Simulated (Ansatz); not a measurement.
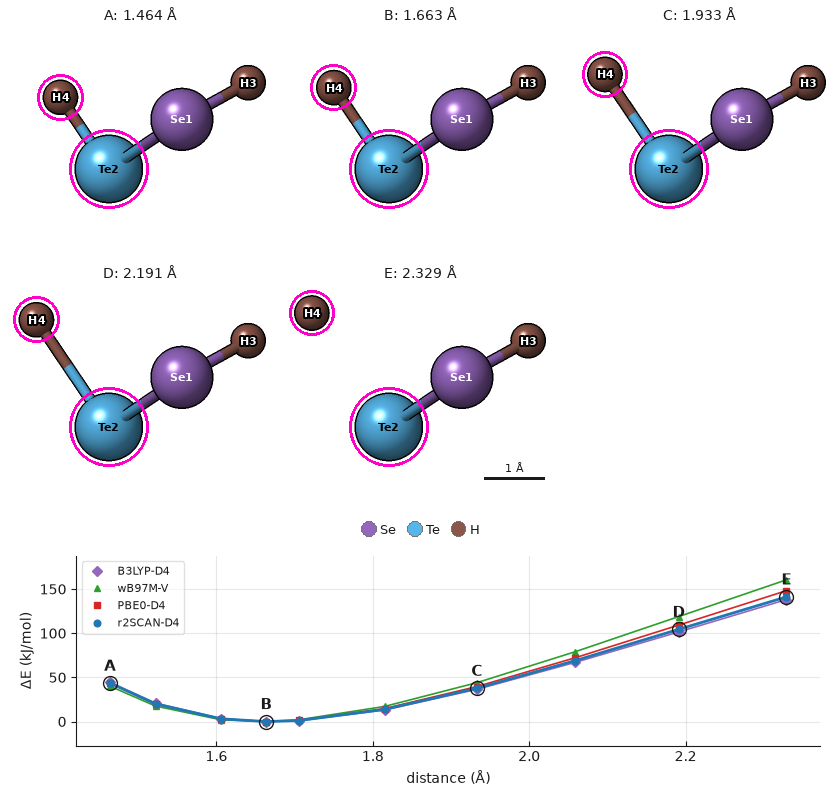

Energy scan for H$_{2}$TeSe, in which the Te2–H4 distance is varied, with the rest of the molecule carried along rigidly. The lettered frames are marked on the plot, at the values of r2SCAN-D4. Style: ball-and-stick. Shown from a free direction. The ringed atoms are those of the scanned coordinate.

Single-point energies from Ansatz with r2SCAN-D4, PBE0-D4, wB97M-V, B3LYP-D4 in the def2-TZVPP basis, on geometries moved rigidly from the minimum at PBE0-D4/def2-TZVP. Elements past krypton carry the basis set's effective core potentials. Energies are counted from the PBE0-D4/def2-TZVP minimum geometry at the same level.

### What does the scan show?

With r2SCAN-D4: the lowest computed point lies at the distance 1.663 Å (0.0 kJ/mol). The end points stand at 43.4 kJ/mol (1.464 Å) and 141.1 kJ/mol (2.329 Å). The curvature at the lowest point is about 17 eV/Å² (2.7 mdyn/Å). The well is steeper on the short side, as for any bond. At 2.329 Å the levels give B3LYP-D4 138.1 kJ/mol, r2SCAN-D4 141.1 kJ/mol, PBE0-D4 148.2 kJ/mol, wB97M-V 160.4 kJ/mol.

The computed points:

Energies in kJ/mol.

| distance (Å) | r2SCAN-D4 | PBE0-D4 | wB97M-V | B3LYP-D4 |
| --- | --- | --- | --- | --- |
| 1.464 | 43.4 | 43.1 | 39.9 | 44.4 |
| 1.522 | 20.1 | 19.8 | 17.5 | 20.8 |
| 1.606 | 3.1 | 2.9 | 2.0 | 3.3 |
| 1.663 | 0.0 | 0.0 | 0.0 | 0.0 |
| 1.705 | 1.1 | 1.3 | 1.9 | 0.9 |
| 1.815 | 13.8 | 14.7 | 17.1 | 13.1 |
| 1.933 | 37.6 | 39.6 | 44.0 | 36.5 |
| 2.059 | 69.0 | 72.3 | 79.1 | 67.0 |
| 2.191 | 104.3 | 109.1 | 118.8 | 101.4 |
| 2.329 | 141.1 | 148.2 | 160.4 | 138.1 |
